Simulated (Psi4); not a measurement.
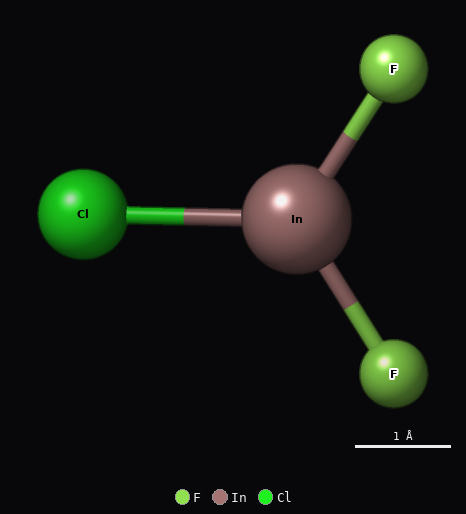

Figure 1. The input geometry (ball-and-stick view, seen at a tilt). Sticks mark near contacts. Bond lengths as drawn: Cl–In 2.28 Å and F–In 1.92 Å.

# InClF2: property calculation

- system: InClF2
- method: PBE/def2-QZVP, RKS, core potentials def2 (Psi4 1.11)

The geometry comes from this level: PBE0-D4/def2-TZVP.

What the program printed:
```
=> Loading Basis Set <=

    Name: DEF2-QZVP
    Role: ORBITAL
    Keyword: BASIS

    !!!  WARNING: ECP capability is in beta. Please check occupations closely.  !!!

         ---------------------------------------------------------
                                   SCF
                              RKS Reference
                        1 Threads,   1525 MiB Core
         ---------------------------------------------------------

  ==> Geometry <==

    Molecular point group: c1
    Full point group: C1

    Geometry (in Bohr), charge = 0, multiplicity = 1:

       Center              X                  Y                   Z               Mass
    ------------   -----------------  -----------------  -----------------  -----------------
         F            1.282530136518     1.037513137239     3.496802501984    18.998403162730
         IN           0.259243436518    -0.200446452761     0.237969801984   114.903878776000
         F            1.742300496518    -3.375564282761    -0.720499288016    18.998403162730
         CL          -2.495221363482     1.928896947239    -2.290294788016    34.968852682000

  Running in c1 symmetry.

  Rotational constants: A =      0.16912  B =      0.07899  C =      0.05384 [cm^-1]
  Rotational constants: A =   5070.11446  B =   2367.92871  C =   1614.08980 [MHz]
  Nuclear repulsion =  244.158990485171842

  Charge       = 0
  Multiplicity = 1
  Electrons    = 56
  Nalpha       = 28
  Nbeta        = 28

  ==> Algorithm <==

  SCF Algorithm Type is DF.
  DIIS enabled.
  MOM disabled.
  Fractional occupation disabled.
  Guess Type is SAD.
  Energy threshold   = 1.00e-06
  Density threshold  = 1.00e-06
  Integral threshold = 1.00e-12

  ==> Primary Basis <==

  Basis Set: DEF2-QZVP
    Blend: DEF2-QZVP
    Number of shells: 78
    Number of basis functions: 266
    Number of Cartesian functions: 334
    Spherical Harmonics?: true
    Max angular momentum: 4

  Core potential: DEF2-QZVP
    Number of shells: 4
    Number of ECP primitives: 18
    Number of ECP core electrons: 28
    Max angular momentum: 3

  ==> DFT Potential <==

   => LibXC <=

    Version 7.1.2

   => Composite Functional: PBE <=

    PBE GGA Exchange-Correlation Functional

    Deriv               =              1
    GGA                 =           TRUE
    Meta                =          FALSE

    Exchange Hybrid     =          FALSE
    MP2 Hybrid          =          FALSE

   => Exchange Functionals <=

    1.0000     XC_GGA_X_PBE

   => Correlation Functionals <=

    1.0000     XC_GGA_C_PBE

   => LibXC Density Thresholds  <==

    XC_GGA_C_PBE:  1.00E-12
    XC_GGA_X_PBE:  1.00E-15

   => Molecular Quadrature <=

    Radial Scheme          =       TREUTLER
    Pruning Scheme         =           NONE
    Nuclear Scheme         =       TREUTLER

    Blocking Scheme        =         OCTREE
    BS radius alpha        =              1
    Pruning alpha          =              1
    Radial Points          =             99
    Spherical Points       =            590
    Total Points           =         226228
    Total Blocks           =           1761
    Max Points             =            256
    Max Functions          =            237
    Weights Tolerance      =       1.00E-15

   => Loading Basis Set <=

    Name: (DEF2-QZVP AUX)
    Role: JKFIT
    Keyword: DF_BASIS_SCF

  ==> Integral Setup <==

  DFHelper Memory: AOs need 0.254 GiB; user supplied 0.254 GiB.
  SCF_SUBTYPE=INCORE selected. In-core MEM_DF algorithm will be used.
  Using in-core AOs.

  ==> MemDFJK: Density-Fitted J/K Matrices <==

    J tasked:                   Yes
    K tasked:                    No
    wK tasked:                   No
    Memory [MiB]:               260
    Algorithm:                 Core
    Schwarz Cutoff:           1E-12
    Mask sparsity (%):      10.9644
    Fitting Condition:        1E-10

   => Auxiliary Basis Set <=

  Basis Set: (DEF2-QZVP AUX)
    Blend: DEF2-UNIVERSAL-JKFIT
    Number of shells: 134
    Number of basis functions: 500
    Number of Cartesian functions: 650
    Spherical Harmonics?: true
    Max angular momentum: 5

  Cached 50.0% of DFT collocation blocks in 0.525 [GiB].

  Minimum eigenvalue in the overlap matrix is 3.4965057502E-04.
  Reciprocal condition number of the overlap matrix is 6.1414119114E-05.
    Using symmetric orthogonalization.

  ==> Pre-Iterations <==

  SCF Guess: Superposition of Atomic Densities via on-the-fly atomic UHF (no occupation information).

   -------------------------
    Irrep   Nso     Nmo
   -------------------------
     A        266     266
   -------------------------
    Total     266     266
   -------------------------

  ==> Iterations <==

                           Total Energy        Delta E     RMS |[F,P]|

   @DF-RKS iter SAD:  -848.63232277690645   -8.48632e+02   0.00000e+00
   @DF-RKS iter   1:  -849.53011961362461   -8.97797e-01   3.82254e-03 DIIS/ADIIS
   @DF-RKS iter   2:  -847.94979077485596    1.58033e+00   8.72971e-03 DIIS/ADIIS
   @DF-RKS iter   3:  -849.78111387805518   -1.83132e+00   2.09373e-03 DIIS/ADIIS
   @DF-RKS iter   4:  -849.88564820597014   -1.04534e-01   4.59274e-04 DIIS/ADIIS
   @DF-RKS iter   5:  -849.88761164721245   -1.96344e-03   2.59909e-04 DIIS/ADIIS
   @DF-RKS iter   6:  -849.88961741994990   -2.00577e-03   1.00616e-04 DIIS/ADIIS
   @DF-RKS iter   7:  -849.88981086574540   -1.93446e-04   4.80033e-05 DIIS
   @DF-RKS iter   8:  -849.88986813212568   -5.72664e-05   8.68554e-06 DIIS
   @DF-RKS iter   9:  -849.88987041115365   -2.27903e-06   2.14542e-06 DIIS
   @DF-RKS iter  10:  -849.88987051837432   -1.07221e-07   3.61001e-07 DIIS
  Energy and wave function converged.

  ==> Post-Iterations <==

   Electrons on quadrature grid:
      Ntotal   =   55.9999938934 ; deviation = -6.107e-06

    Orbital Energies [Eh]
    ---------------------

    Doubly Occupied:

       1A   -100.692116     2A    -24.234346     3A    -24.234343
       4A     -9.202459     5A     -7.024266     6A     -7.017484
       7A     -7.016722     8A     -4.539940     9A     -2.989275
      10A     -2.978573    11A     -2.977000    12A     -1.046947
      13A     -1.045075    14A     -0.793455    15A     -0.751781
      16A     -0.750164    17A     -0.747644    18A     -0.739044
      19A     -0.720605    20A     -0.439745    21A     -0.374147
      22A     -0.372919    23A     -0.352768    24A     -0.339005
      25A     -0.335377    26A     -0.331216    27A     -0.316575
      28A     -0.310830

    Virtual:

      29A     -0.152112    30A     -0.086527    31A     -0.006890
      32A      0.001699    33A      0.027288    34A      0.036512
      35A      0.063018    36A      0.087839    37A      0.092370
      38A      0.096221    39A      0.110995    40A      0.114859
      41A      0.157964    42A      0.174036    43A      0.185999
      44A      0.202256    45A      0.252234    46A      0.256217
      47A      0.262626    48A      0.263421    49A      0.283311
      50A      0.306397    51A      0.328664    52A      0.354702
      53A      0.364019    54A      0.377509    55A      0.393553
      56A      0.412128    57A      0.440958    58A      0.441570
      59A      0.454752    60A      0.455380    61A      0.463944
      62A      0.499357    63A      0.503888    64A      0.512858
      65A      0.537227    66A      0.537770    67A      0.544232
      68A      0.615334    69A      0.650696    70A      0.693126
      71A      0.716369    72A      0.728771    73A      0.973047
      74A      0.988288    75A      0.994766    76A      1.021616
      77A      1.045704    78A      1.048511    79A      1.060288
      80A      1.061184    81A      1.066586    82A      1.082283
      83A      1.093962    84A      1.105676    85A      1.123147
      86A      1.128518    87A      1.145660    88A      1.147419
      89A      1.173650    90A      1.181259    91A      1.210013
      92A      1.219297    93A      1.227396    94A      1.232786
      95A      1.254051    96A      1.297194    97A      1.301024
      98A      1.334707    99A      1.359828   100A      1.371606
     101A      1.372971   102A      1.409264   103A      1.429760
     104A      1.451346   105A      1.455239   106A      1.482970
     107A      1.526466   108A      1.536355   109A      1.587331
     110A      1.614467   111A      1.646942   112A      1.678132
     113A      1.692950   114A      1.694225   115A      1.694806
     116A      1.730496   117A      1.763781   118A      1.780014
     119A      1.821102   120A      1.835429   121A      1.936355
     122A      1.970103   123A      1.985376   124A      2.032988
     125A      2.085151   126A      2.091991   127A      2.219667
     128A      2.237115   129A      2.401793   130A      2.542158
     131A      2.575018   132A      2.691343   133A      2.730891
     134A      2.742005   135A      2.830633   136A      2.921251
     137A      3.041675   138A      3.119150   139A      3.137029
     140A      3.250164   141A      3.269964   142A      3.282722
     143A      3.429872   144A      3.471411   145A      3.472271
     146A      3.474783   147A      3.477276   148A      3.529270
     149A      3.551714   150A      3.625296   151A      3.677916
     152A      3.777266   153A      3.786573   154A      3.793400
     155A      3.815650   156A      3.818113   157A      3.893443
     158A      3.921937   159A      3.953915   160A      3.965227
     161A      4.055586   162A      4.066711   163A      4.067022
     164A      4.071820   165A      4.111252   166A      4.115047
     167A      4.142611   168A      4.160587   169A      4.229781
     170A      4.272234   171A      4.327453   172A      4.345067
     173A      4.355054   174A      4.414213   175A      4.451768
     176A      4.530579   177A      4.589992   178A      4.811611
     179A      4.932962   180A      4.944740   181A      4.952759
     182A      5.018505   183A      5.295416   184A      5.311821
     185A      5.324027   186A      5.409355   187A      5.428457
     188A      5.551750   189A      6.152694   190A      6.158538
     191A      6.235893   192A      6.245822   193A      6.834160
     194A      6.861071   195A      8.143179   196A      8.153622
     197A      8.159509   198A      8.178926   199A      8.214763
     200A      8.330289   201A      8.346610   202A      8.534820
     203A     10.440539   204A     10.452905   205A     10.532361
     206A     10.559652   207A     10.661272   208A     11.243341
     209A     11.246960   210A     11.249115   211A     11.249560
     212A     11.251215   213A     11.254385   214A     11.254670
     215A     11.257529   216A     11.260315   217A     11.262553
     218A     11.263439   219A     11.263469   220A     11.264017
     221A     11.264047   222A     11.264817   223A     11.264966
     224A     11.278723   225A     11.288972   226A     12.338248
     227A     14.380453   228A     14.382399   229A     14.383467
     230A     14.387990   231A     14.404809   232A     14.426974
     233A     14.432936   234A     14.454138   235A     14.528822
     236A     14.535356   237A     14.550050   238A     14.557577
     239A     14.606936   240A     14.652354   241A     14.862654
     242A     14.979849   243A     15.612126   244A     15.613686
     245A     15.617207   246A     15.664604   247A     15.866555
     248A     15.866645   249A     15.870941   250A     15.949857
     251A     16.081756   252A     16.149195   253A     28.417224
     254A     38.408073   255A     38.422147   256A     38.422808
     257A     41.314374   258A     41.319208   259A     41.373965
     260A     53.639777   261A     53.708320   262A     77.021898
     263A     97.705590   264A    283.989797   265A    284.071987
     266A    524.064556

    Final Occupation by Irrep:
              A
    DOCC [    28 ]
    NA   [    28 ]
    NB   [    28 ]

  @DF-RKS Final Energy:  -849.88987051837432

   => Energetics <=

    Nuclear Repulsion Energy =            244.1589904851718416
    One-Electron Energy =               -1736.4123967962766528
    Two-Electron Energy =                 707.9568043793108245
    DFT Exchange-Correlation Energy =     -65.5932685865804075
    Empirical Dispersion Energy =           0.0000000000000000
    VV10 Nonlocal Energy =                  0.0000000000000000
    Total Energy =                       -849.8898705183743232

Computation Completed

Properties will be evaluated at   0.000000,   0.000000,   0.000000 [a0]

Properties computed using the SCF density matrix

 Multipole Moments:

 ------------------------------------------------------------------------------------
     Multipole            Electronic (a.u.)      Nuclear  (a.u.)        Total (a.u.)
 ------------------------------------------------------------------------------------

 L = 1.  Multiply by 2.5417464519 to convert [e a0] to [Debye]
 Dipole X            :          9.4627524           -9.7511753           -0.2884229
 Dipole Y            :         -7.3166192            7.5394123            0.2227930
 Dipole Z            :          8.6862201           -8.9509166           -0.2646965
 Magnitude           :                                                    0.4504317

 ------------------------------------------------------------------------------------

	total time  =         21 seconds =       0.35 minutes

Properties will be evaluated at   0.000000,   0.000000,   0.000000 [a0]
OEProp: No title given, name of density matrix used for the following properties is 'SCF density'

 Multipole Moments:

 ------------------------------------------------------------------------------------
     Multipole            Electronic (a.u.)      Nuclear  (a.u.)        Total (a.u.)
 ------------------------------------------------------------------------------------

 L = 1.  Multiply by 2.5417464519 to convert [e a0] to [Debye]
 Dipole X            :          9.4627524           -9.7511753           -0.2884229
 Dipole Y            :         -7.3166192            7.5394123            0.2227930
 Dipole Z            :          8.6862201           -8.9509166           -0.2646965
 Magnitude           :                                                    0.4504317

 L = 2.  Multiply by 1.3450342976 to convert [e a0^2] to [Debye ang]
 Quadrupole XX       :       -182.5373739          149.3800056          -33.1573684
 Quadrupole XY       :        126.6015564         -123.8681249            2.7334315
 Quadrupole XZ       :       -129.7648979          127.5118614           -2.2530365
 Quadrupole YY       :       -212.7059875          176.3325024          -36.3734852
 Quadrupole YZ       :         19.3969606          -21.5626971           -2.1657365
 Quadrupole ZZ       :       -241.7898980          205.0825985          -36.7072995
 Traceless XX        :         29.8070459          -27.5516966            2.2553493
 Traceless YY        :         -0.3615677           -0.5991998           -0.9607675
 Traceless ZZ        :        -29.4454782           28.1508963           -1.2945818

 ------------------------------------------------------------------------------------
  Mulliken Charges: (a.u.)
   Center  Symbol    Alpha    Beta     Spin     Total
       1     F     4.73255  4.73255  0.00000 -0.46509
       2    IN     9.86161  9.86161  0.00000  1.27677
       3     F     4.73254  4.73254  0.00000 -0.46508
       4    CL     8.67330  8.67330  0.00000 -0.34660

   Total alpha = 28.00000, Total beta = 28.00000, Total charge =  0.00000

  Lowdin Charges: (a.u.)
   Center  Symbol    Alpha    Beta     Spin     Total
       1     F     4.49756  4.49756  0.00000  0.00489
       2    IN    10.67742 10.67742  0.00000 -0.35484
       3     F     4.49755  4.49755  0.00000  0.00490
       4    CL     8.32748  8.32748  0.00000  0.34505

  Total alpha = 28.00000, Total beta = 28.00000, Total charge =  0.00000
```

Standard output:
```
E = -849.889870518
```

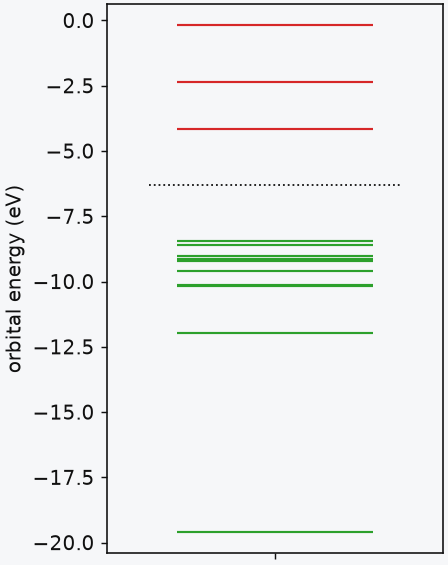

Figure 2. Orbital energies near the frontier; the dotted line parts filled from empty levels, and levels within 0.02 eV of each other stand side by side. Highest filled −8.46 eV, lowest empty −4.14 eV, 4.32 eV apart.

The run was set up as follows.

The input (run.py):
```python
import psi4

psi4.set_memory('1600 MB')
psi4.set_num_threads(1)
psi4.core.set_output_file('psi4.out', False)

m = psi4.geometry("""
0 1
F      1.11153691     1.16142568     3.30626483
In     0.08825021    -0.07653391     0.04743213
F      1.57130727    -3.25165174    -0.91103696
Cl    -2.66621459     2.05280949    -2.48083246
units bohr
symmetry c1
""")

psi4.set_options(dict(basis='def2-QZVP', puream=True, scf_type='df', dft_radial_points=99, dft_spherical_points=590))

energy_value, wavefunction = psi4.energy("PBE", return_wfn=True)
psi4.oeprop(wavefunction, "DIPOLE", "QUADRUPOLE", "MULLIKEN_CHARGES", "LOWDIN_CHARGES")
print('E =', round(energy_value, 9))
```

Launched with:
```bash
python run.py
```

Results in brief:

- outcome: converged
- total energy: −849.889871 hartree
- basis functions: 266
- HOMO: −8.46 eV
- LUMO: −4.14 eV
- dipole moment: 1.14 D
- hardware: 1 thread of Intel Xeon (Sapphire Rapids), 16 GiB of memory available, shared host
- wall time: 22 s
- peak memory: 1.1 GiB
